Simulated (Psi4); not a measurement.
# BLYP/cc-pVDZ run of C4N2 (2-butynedinitrile)

Aim: the vertical singlet–triplet gap of C4N2 (2-butynedinitrile) at BLYP/cc-pVDZ, from 2 runs. 

The results are computed with Psi4 1.11.

1 further run of the same task is left out (set aside as unsound or not needed).

### 1 The structure to begin with

C4N2: 6 atoms, total charge 0, spin state singlet. SMILES: `N#CC#CC#N`. Geometry: relaxed at PBE0-D4/def2-TZVP.

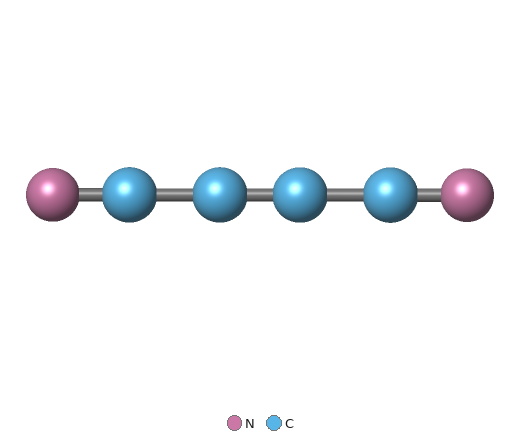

Viewed from a chosen angle; nitrogen pink, carbon blue.

### 2 Energy and gradient at BLYP/cc-pVDZ

The input, calc.dat:

```
memory 2200 MB

molecule geom {
  0 1
  N      0.03237101    -5.70784217     1.49089943
  C      0.02022007    -3.59584646     0.93972301
  C      0.00597153    -1.10314652     0.28893912
  C     -0.00661404     1.10352447    -0.28752183
  C     -0.02029566     3.59586536    -0.93959073
  N     -0.03165291     5.70744533    -1.49243010
  units au
  symmetry c1
}

set {
  puream               true
  e_convergence        1e-09
  d_convergence        1e-08
  scf_type             pk
  dft_radial_points    99
  dft_spherical_points 590
}

e_tot, wfn = gradient("blyp/cc-pVDZ", return_wfn=True)
oeprop(wfn, "DIPOLE", "MULLIKEN_CHARGES", "MAYER_INDICES", title="BLYP")
```

Command:

```console
$ psi4 calc.dat calc.out -n 1
```

calc.out (excerpt; [...] marks lines left out):

```text
[...]
  Running in c1 symmetry.
[...]
  Nuclear repulsion =  144.352590562515616
[...]
  Multiplicity = 1
[...]
  Nalpha       = 19
  Nbeta        = 19
[...]
    Number of basis functions: 84
[...]
   @RKS iter   1:  -261.49086817597657   -3.81860e-01   8.44971e-03 ADIIS/DIIS
[...]
   @RKS iter  12:  -261.77807722013569   -2.04636e-12   4.57457e-09 DIIS
[...]
    Orbital Energies [Eh]
    ---------------------
    Doubly Occupied:
       1A    -14.073651     2A    -14.073641     3A    -10.023540
       4A    -10.021680     5A    -10.016837     6A    -10.016749
       7A     -0.870261     8A     -0.868353     9A     -0.775612
      10A     -0.677214    11A     -0.597240    12A     -0.396788
      13A     -0.396788    14A     -0.359508    15A     -0.359508
      16A     -0.349241    17A     -0.347793    18A     -0.289358
      19A     -0.289358
[...]
  @RKS Final Energy:  -261.77807722013569
   => Energetics <=
    Nuclear Repulsion Energy =            144.3525905625156156
    One-Electron Energy =                -637.2342681877939867
    Two-Electron Energy =                 266.4029249974089453
    DFT Exchange-Correlation Energy =     -35.2993245922662666
    Empirical Dispersion Energy =           0.0000000000000000
    VV10 Nonlocal Energy =                  0.0000000000000000
    Total Energy =                       -261.7780772201356854
[...]
  -Total Gradient:
     Atom            X                  Y                   Z
    ------   -----------------  -----------------  -----------------
       1       -0.000343907310     0.059971819853    -0.015654369529
       2        0.000286915972    -0.049851932843     0.013007456048
       3       -0.000232384161     0.041587070026    -0.010867221389
       4        0.000230582873    -0.041573146730     0.010870448898
       5       -0.000267755690     0.049811501008    -0.013044184183
       6        0.000326576056    -0.059945326390     0.015687812148
[...]
 Multipole Moments:
 ------------------------------------------------------------------------------------
     Multipole            Electronic (a.u.)      Nuclear  (a.u.)        Total (a.u.)
 ------------------------------------------------------------------------------------
 L = 1.  Multiply by 2.5417464519 to convert [e a0] to [Debye]
 Dipole X            :         -0.0002301           -0.0000010           -0.0002311
 Dipole Y            :          0.0001249            0.0000006            0.0001254
 Dipole Z            :          0.0004899            0.0000022            0.0004921
 Magnitude           :                                                    0.0005579
[...]
  Mulliken Charges: (a.u.)
   Center  Symbol    Alpha    Beta     Spin     Total
       1     N     3.50134  3.50134  0.00000 -0.00267
       2     C     3.18284  3.18284  0.00000 -0.36568
       3     C     2.81583  2.81583  0.00000  0.36834
       4     C     2.81581  2.81581  0.00000  0.36837
       5     C     3.18284  3.18284  0.00000 -0.36569
       6     N     3.50134  3.50134  0.00000 -0.00268
   Total alpha = 19.00000, Total beta = 19.00000, Total charge =  0.00000
  Mayer Bond Indices:
[...]
```

Run time: 45 s. Hardware: 1 thread of Intel Xeon at 2.50GHz (Skylake/Cascade Lake), shared host; peak memory 0.97 GiB.

### 3 The triplet at the same level

The input, c4n2.inp:

```
memory 2200 mb

molecule system {
  0 3
  N      0.03237101    -5.70784217     1.49089943
  C      0.02022007    -3.59584646     0.93972301
  C      0.00597153    -1.10314652     0.28893912
  C     -0.00661404     1.10352447    -0.28752183
  C     -0.02029566     3.59586536    -0.93959073
  N     -0.03165291     5.70744533    -1.49243010
  units bohr
  symmetry c1
}

set globals {
  basis cc-pVDZ
  reference uks
  puream true
  e_convergence 1e-09
  d_convergence 1e-08
  scf_type pk
  dft_radial_points 99
  dft_spherical_points 590
  maxiter 100
}

gradient('blyp')
```

Command:

```console
$ psi4 c4n2.inp c4n2.out -n 1
```

c4n2.out (excerpt; [...] marks lines left out):

```text
[...]
  Running in c1 symmetry.
[...]
  Nuclear repulsion =  144.352590562515616
[...]
  Multiplicity = 3
[...]
  Nalpha       = 20
  Nbeta        = 18
[...]
    Number of basis functions: 84
[...]
   @UKS iter   1:  -261.37511573660913   -2.66108e-01   8.01906e-03 DIIS/ADIIS
[...]
   @UKS iter  14:  -261.64261311690746   -2.76259e-11   8.74477e-09 DIIS
[...]
   @S^2 Observed:                2.007379301E+00
[...]
  @UKS Final Energy:  -261.64261311690746
   => Energetics <=
    Nuclear Repulsion Energy =            144.3525905625156156
    One-Electron Energy =                -637.0290813490395294
    Two-Electron Energy =                 266.3569159275846232
    DFT Exchange-Correlation Energy =     -35.3230382579681645
    Empirical Dispersion Energy =           0.0000000000000000
    VV10 Nonlocal Energy =                  0.0000000000000000
    Total Energy =                       -261.6426131169074552
[...]
 Multipole Moments:
 ------------------------------------------------------------------------------------
     Multipole            Electronic (a.u.)      Nuclear  (a.u.)        Total (a.u.)
 ------------------------------------------------------------------------------------
 L = 1.  Multiply by 2.5417464519 to convert [e a0] to [Debye]
 Dipole X            :         -0.0002037           -0.0000010           -0.0002048
 Dipole Y            :          0.0001221            0.0000006            0.0001227
 Dipole Z            :          0.0004308            0.0000022            0.0004330
 Magnitude           :                                                    0.0004945
[...]
  -Total Gradient:
     Atom            X                  Y                   Z
    ------   -----------------  -----------------  -----------------
       1       -0.000701996137     0.122453936938    -0.031963596963
       2        0.000874505808    -0.153082889893     0.039962707402
       3       -0.001110064775     0.195719223382    -0.051129318002
       4        0.001108528484    -0.195707875145     0.051134441009
       5       -0.000836493621     0.153040144894    -0.040042792172
       6        0.000665544946    -0.122422553601     0.032038507156
[...]
```

It took 61 s on 1 thread of Intel Xeon at 2.50GHz (Skylake/Cascade Lake), shared host; peak memory 0.97 GiB.

### 4 Summary of results

Level: BLYP/cc-pVDZ.

| quantity | value |
| --- | --- |
| singlet: total energy | -261.77808 Eh |
| singlet: dipole moment | 0.00 D |
| singlet: HOMO energy | -7.87 eV |
| singlet: LUMO energy | -3.61 eV |
| singlet: HOMO–LUMO gap | 4.26 eV |
| singlet: largest force on an atom | 3.187 eV/Å |
| triplet: total energy | -261.64261 Eh |
| triplet: dipole moment | 0.00 D |
| triplet: HOMO energy (highest over α and β) | -4.20 eV |
| triplet: ⟨S²⟩ | 2.007 |
| triplet: largest force on an atom | 10.402 eV/Å |
| vertical energy of the triplet above the singlet | 3.686 eV |

At this shape the triplet lies 3.69 eV (356 kJ/mol) above the singlet. The largest force (singlet) is 3.19 eV/Å: the shape isn't a stationary point for this species at this level. Mulliken charges (singlet) run from -0.37 on C5 to +0.37 on C4.
